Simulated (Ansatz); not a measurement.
**Run report: CCl2GaNO, geometry relaxation (part 1 of 2)**

CCl2GaNO, computed with RKS PBE-D4/def2-SVP (Ansatz 0.2.0).

The geometry: force-field start. Figures and captions count atoms from 1; the log counts them from 0 in places.

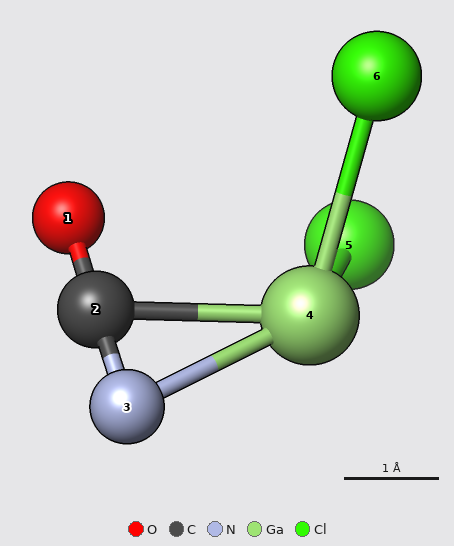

Fig. 1: The input geometry (ball-and-stick view, seen at a tilt; atoms are numbered from 1 in the order of the input). Sticks mark near contacts. Bond lengths as drawn: Cl–Ga 2.66 to 2.68 Å, C–Ga 2.29 Å, C–N 1.24 Å, C–O 1.17 Å and Ga–N 2.33 Å.

Key numbers:

```tsv
quantity	value
outcome	converged
total energy	−81960.3811 eV
mean-field energy	−81960.1824 eV
dispersion energy	−0.1987 eV
SCF solution under orbital rotations	stable
largest force (length of the vector) at the end	0.020 eV/Å
dipole moment	0.75 D
hardware	4 threads of Arm Neoverse V2, 23 GiB of memory available, shared host
wall time	29 s (CPU time 1.7 min)
peak memory	0.17 GiB
```

The input:
```yaml
crystal:
  periodic: [false, false, false]
  atoms:
    - {symbol: O, position_ang: [-1.121900, 1.003600, 0.761000]}
    - {symbol: C, position_ang: [-0.332200, 0.412300, 1.397500]}
    - {symbol: N, position_ang: [0.502500, -0.233100, 2.050500]}
    - {symbol: Ga, position_ang: [0.851700, -0.741200, -0.194200]}
    - {symbol: Cl, position_ang: [-1.011400, -1.570700, -1.908000]}
    - {symbol: Cl, position_ang: [1.153400, 1.065100, -2.152800]}
basis:
  gaussian: {orbitals: def2-SVP}
hamiltonian: {xc: pbe, dispersion: d4}
relax: {f_tol: 0.03, max_steps: 200}
```

Launched with:
```bash
ansatz run in.yaml --threads 4 --pin off --events-out ev --progress --plain --max-ram 10444MiB
```

The program's output:
```
Functional definition: PBE
  name "PBE"
  cite "Perdew, Burke & Ernzerhof, Phys. Rev. Lett. 77, 3865 (1996) doi:10.1103/PhysRevLett.77.3865"
  parent pbe
  parameter kappa = 0.804
  parameter beta = 0.06672455060314922
  exchange = pbe_x(kappa = kappa, mu = beta*pi^2/3)
  correlation = pbe_c(beta = beta)
1218 factors; their error is unknown
mean field evaluation 1: about -81945.1667 eV, gradient 6.7e1 eV
mean field evaluation 2: about -81831.9360 eV, gradient 2.0e2 eV
mean field evaluation 4: about -81944.4509 eV, gradient 5.5e1 eV
mean field evaluation 8: about -81955.6921 eV, gradient 3.1e-2 eV
mean field evaluation 16: about -81948.0266 eV, gradient 2.7e1 eV
mean field evaluation 32: about -81955.5445 eV, gradient 3.3e0 eV
mean field -81955.62548513 eV, -3011.8136850604 hartree, gradient 2.5e-5 eV, S^2 0.000000; 5 other end points of the search recorded, 0 dependent functions left out
the calculation of the forces begins
reference -81955.62551831 eV, -3011.8136862796 hartree; 43, 43 occupied and 67, 67 virtual orbitals, 1218 factors
relax step   1: F+E_penalty+E_count = -81955.83298943 eV  Δ(F+E_penalty+E_count) = +0.000e0 eV  max|allowed force component| = 2.165e0 eV/Å  Δτ_max = 0.0000 Å  (149 SCF iters, accepted)
these checks for a lower state are left out or cut short: starts, cluster_reference, orbital_swaps, neighbouring_geometries, increment
1218 factors; their error is unknown
mean field -81957.20862793 eV, -3011.8718644850 hartree, gradient 2.5e-5 eV, S^2 0.000000; 0 other end points of the search recorded, 0 dependent functions left out
[... from here on the field's lines of each further geometry are left out, up to the last ...]
relax step   2: F+E_penalty+E_count = -81957.42373970 eV  Δ(F+E_penalty+E_count) = -1.591e0 eV  max|allowed force component| = 2.377e0 eV/Å  Δτ_max = 0.1950 Å  (39 SCF iters, accepted)
relax step   3: F+E_penalty+E_count = -81958.72775381 eV  Δ(F+E_penalty+E_count) = -1.304e0 eV  max|allowed force component| = 2.488e0 eV/Å  Δτ_max = 0.1948 Å  (36 SCF iters, accepted)
relax step   4: F+E_penalty+E_count = -81959.30305953 eV  Δ(F+E_penalty+E_count) = -5.753e-1 eV  max|allowed force component| = 1.182e0 eV/Å  Δτ_max = 0.1905 Å  (36 SCF iters, accepted)
relax step   5: F+E_penalty+E_count = -81959.67260558 eV  Δ(F+E_penalty+E_count) = -3.695e-1 eV  max|allowed force component| = 6.030e-1 eV/Å  Δτ_max = 0.2000 Å  (36 SCF iters, accepted)
relax step   6: F+E_penalty+E_count = -81959.88438339 eV  Δ(F+E_penalty+E_count) = -2.118e-1 eV  max|allowed force component| = 6.027e-1 eV/Å  Δτ_max = 0.2000 Å  (35 SCF iters, accepted)
relax step   7: F+E_penalty+E_count = -81960.04635968 eV  Δ(F+E_penalty+E_count) = -1.620e-1 eV  max|allowed force component| = 1.159e0 eV/Å  Δτ_max = 0.1968 Å  (35 SCF iters, accepted)
relax step   8: F+E_penalty+E_count = -81960.18263392 eV  Δ(F+E_penalty+E_count) = -1.363e-1 eV  max|allowed force component| = 8.203e-1 eV/Å  Δτ_max = 0.2000 Å  (36 SCF iters, accepted)
relax step   9: F+E_penalty+E_count = -81960.27308732 eV  Δ(F+E_penalty+E_count) = -9.045e-2 eV  max|allowed force component| = 5.205e-1 eV/Å  Δτ_max = 0.2000 Å  (35 SCF iters, accepted)
relax step  10: F+E_penalty+E_count = -81960.33129089 eV  Δ(F+E_penalty+E_count) = -5.820e-2 eV  max|allowed force component| = 3.776e-1 eV/Å  Δτ_max = 0.2000 Å  (35 SCF iters, accepted)
relax step  11: F+E_penalty+E_count = -81960.35487541 eV  Δ(F+E_penalty+E_count) = -2.358e-2 eV  max|allowed force component| = 5.918e-1 eV/Å  Δτ_max = 0.1996 Å  (34 SCF iters, accepted)
relax step  12: F+E_penalty+E_count = -81960.37255369 eV  Δ(F+E_penalty+E_count) = -1.768e-2 eV  max|allowed force component| = 8.876e-2 eV/Å  Δτ_max = 0.2000 Å  (34 SCF iters, accepted)
relax step  13: F+E_penalty+E_count = -81960.37638956 eV  Δ(F+E_penalty+E_count) = -3.836e-3 eV  max|allowed force component| = 3.964e-2 eV/Å  Δτ_max = 0.1222 Å  (36 SCF iters, accepted)
relax step  14: F+E_penalty+E_count = -81960.32054955 eV  Δ(F+E_penalty+E_count) = +5.584e-2 eV  max|allowed force component| = 1.785e0 eV/Å  Δτ_max = 0.1641 Å  (35 SCF iters, rejected (line search))
relax step  15: F+E_penalty+E_count = -81960.37790253 eV  Δ(F+E_penalty+E_count) = -1.513e-3 eV  max|allowed force component| = 1.654e-2 eV/Å  Δτ_max = 0.0821 Å  (28 SCF iters, accepted)
relax step  16: F+E_penalty+E_count = -81960.37784092 eV  Δ(F+E_penalty+E_count) = +6.160e-5 eV  max|allowed force component| = 1.542e-1 eV/Å  Δτ_max = 0.0607 Å  (28 SCF iters, rejected (line search))
relax step  17: F+E_penalty+E_count = -81960.37839594 eV  Δ(F+E_penalty+E_count) = -4.934e-4 eV  max|allowed force component| = 2.087e-2 eV/Å  Δτ_max = 0.0298 Å  (27 SCF iters, accepted)
relax step  18: F+E_penalty+E_count = -81960.37867878 eV  Δ(F+E_penalty+E_count) = -2.828e-4 eV  max|allowed force component| = 1.343e-1 eV/Å  Δτ_max = 0.0488 Å  (28 SCF iters, accepted)
relax step  19: F+E_penalty+E_count = -81960.37996207 eV  Δ(F+E_penalty+E_count) = -1.283e-3 eV  max|allowed force component| = 6.847e-2 eV/Å  Δτ_max = 0.0546 Å  (28 SCF iters, accepted)
relax step  20: F+E_penalty+E_count = -81960.38043030 eV  Δ(F+E_penalty+E_count) = -4.682e-4 eV  max|allowed force component| = 1.335e-2 eV/Å  Δτ_max = 0.0256 Å  (29 SCF iters, accepted)
relax step  21: F+E_penalty+E_count = -81960.38022095 eV  Δ(F+E_penalty+E_count) = +2.094e-4 eV  max|allowed force component| = 2.035e-1 eV/Å  Δτ_max = 0.0808 Å  (29 SCF iters, rejected (line search))
relax step  22: F+E_penalty+E_count = -81960.38083237 eV  Δ(F+E_penalty+E_count) = -4.021e-4 eV  max|allowed force component| = 4.713e-2 eV/Å  Δτ_max = 0.0390 Å  (27 SCF iters, accepted)
relax step  23: F+E_penalty+E_count = -81960.38086932 eV  Δ(F+E_penalty+E_count) = -3.695e-5 eV  max|allowed force component| = 6.302e-2 eV/Å  Δτ_max = 0.0309 Å  (27 SCF iters, accepted)
relax step  24: F+E_penalty+E_count = -81960.38093621 eV  Δ(F+E_penalty+E_count) = -6.689e-5 eV  max|allowed force component| = 5.498e-2 eV/Å  Δτ_max = 0.0152 Å  (30 SCF iters, accepted)
the calculation of the forces begins
reference -81960.18236470 eV, -3011.9811472958 hartree; 43, 43 occupied and 67, 67 virtual orbitals, 1218 factors
relax step  25: F+E_penalty+E_count = -81960.38103203 eV  Δ(F+E_penalty+E_count) = -9.581e-5 eV  max|allowed force component| = 1.424e-2 eV/Å  Δτ_max = 0.0060 Å  (31 SCF iters, accepted)
1218 factors; their error is unknown
mean field evaluation 224: about -81958.4144 eV, gradient 2.6e1 eV
```

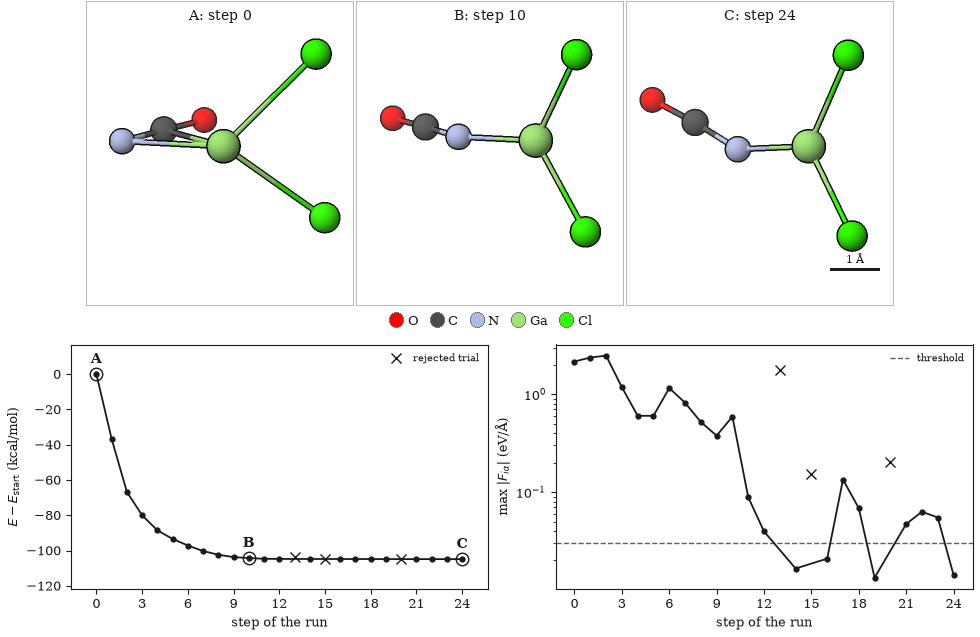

Fig. 2: Frames of the relaxation (ball-and-stick view, seen at a tilt) above the curves, on which the letters mark them (the first geometry is step 0 here and step 1 in the log).

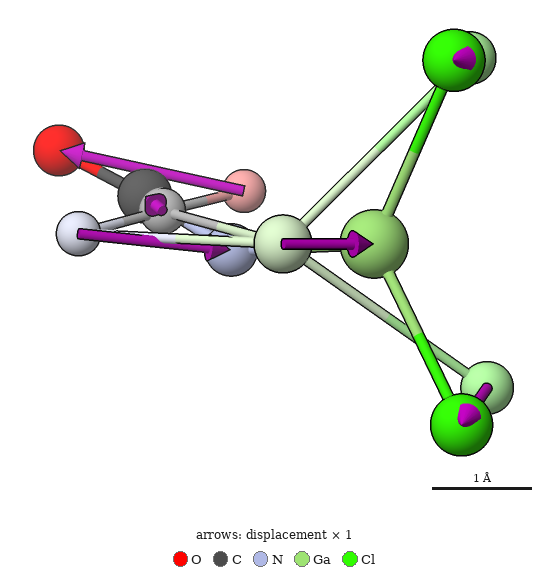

Fig. 3: Start (faint) and end (solid) with the displacements as pink arrows, at true length (ball-and-stick view, seen at a tilt). The two geometries are laid on each other by the best rigid fit. After 24 geometry steps the energy has fallen by 104.9 kcal/mol. The largest force component goes from 2.2 to 0.014 eV/Å. The line search rejected the trial steps at points 13, 15, 20 (counted from 0) and went back. The largest move after the best rigid fit is that of O1, 1.93 Å. By element the largest moves are O 1.93 Å, N 1.64 Å, Cl 1.07 Å, Ga 1.03 Å, C 0.36 Å. Distances before and after: C2–Ga4 2.295 → 2.942 Å, Ga4–Cl6 2.681 → 2.138 Å, Ga4–Cl5 2.664 → 2.131 Å, N3–Ga4 2.328 → 1.814 Å. Bonds break: C2–Ga4 (2.29 → 2.94 Å). Among the angles that change: C2–N3–Ga4 73.0° → 151.3°, Cl5–Ga4–Cl6 79.5° → 120.5°, N3–Ga4–Cl5 125.7° → 118.4°. (Atoms are counted from 1 in the order of the input.)

```
mean field -81960.18233102 eV, -3011.9811460580 hartree, gradient 1.1e-5 eV, S^2 0.000000; 1 other end points of the search recorded, 0 dependent functions left out
the calculation of the forces begins
reference -81960.18236470 eV, -3011.9811472958 hartree; 43, 43 occupied and 67, 67 virtual orbitals, 1218 factors
Total energy: -81960.38106571 eV, -3011.9884494232 hartree
Atom 0 at    -0.890487     1.445284     2.428575 Å, force    -0.000028     0.001385     0.004549 eV/Å
Atom 1 at    -0.663394     0.738760     1.511776 Å, force    -0.003896     0.008758     0.007201 eV/Å
Atom 2 at    -0.483600    -0.038385     0.591046 Å, force    -0.004084     0.000058     0.005713 eV/Å
Atom 3 at     0.369023    -0.531675    -0.932442 Å, force     0.003933    -0.014242    -0.013810 eV/Å
Atom 4 at    -0.197678    -2.362968    -1.864227 Å, force    -0.000523    -0.001971    -0.002091 eV/Å
Atom 5 at     1.908237     0.684984    -1.780727 Å, force     0.004599     0.006012    -0.001562 eV/Å
Dipole moment:     0.057485    -0.064444    -0.131089 e Å
```

Trajectory as extended XYZ (Å, eV, eV/Å), 25 frames, from step=1 to step=25:
```
6
Properties=species:S:1:pos:R:3:forces:R:3 step=1 energy=-81955.83299
O    -1.1219    1.0036    0.7610   -1.2786   1.0629  -0.4588
C    -0.3322    0.4123    1.3975    0.0131  -0.0289   0.5596
N     0.5025   -0.2331    2.0505    1.0622  -1.0073  -1.5768
Ga    0.8517   -0.7412   -0.1942   -1.5698   1.1102  -2.1649
Cl   -1.0114   -1.5707   -1.9080    1.4728   0.1388   1.7647
Cl    1.1534    1.0651   -2.1528    0.3003  -1.2757   1.8761
6
Properties=species:S:1:pos:R:3:forces:R:3 step=2 energy=-81957.42374
O    -1.2002    1.0765    0.8318    0.2731  -0.1150   0.7640
C    -0.3503    0.4226    1.3570   -0.4339   0.2890   0.0350
N     0.5515   -0.2912    1.8710   -0.0657  -0.1376  -2.3775
Ga    0.7689   -0.6809   -0.3019   -1.4589   1.0775  -1.9562
Cl   -0.9414   -1.6076   -1.7799    1.4922   0.2400   1.6874
Cl    1.2136    1.0166   -2.0240    0.1931  -1.3538   1.8473
6
Properties=species:S:1:pos:R:3:forces:R:3 step=3 energy=-81958.72775
O    -1.2465    1.1221    0.8981    0.5257  -0.3254   0.8953
C    -0.3642    0.4293    1.3185    0.1039  -0.1426   0.0771
N     0.5812   -0.3324    1.6896   -0.9192   0.5679  -2.4883
Ga    0.6629   -0.5992   -0.4400   -0.3173   0.3517   0.8922
Cl   -0.8154   -1.5822   -1.6426   -0.1730  -0.8024   0.3644
Cl    1.2241    0.8983   -1.8696    0.7799   0.3508   0.2594
6
Properties=species:S:1:pos:R:3:forces:R:3 step=4 energy=-81959.30306
O    -1.2874    1.1660    0.9971    0.8713  -0.6178   0.9337
C    -0.3808    0.4392    1.2894   -0.2031   0.1328   0.1002
N     0.5860   -0.3535    1.5004   -1.1821   0.9026  -1.1565
Ga    0.6205   -0.5635   -0.4405   -0.0556  -0.0279  -0.5593
Cl   -0.8279   -1.6890   -1.5760    0.1549  -0.3543   0.3623
Cl    1.3317    0.9369   -1.8163    0.4146  -0.0353   0.3196
```
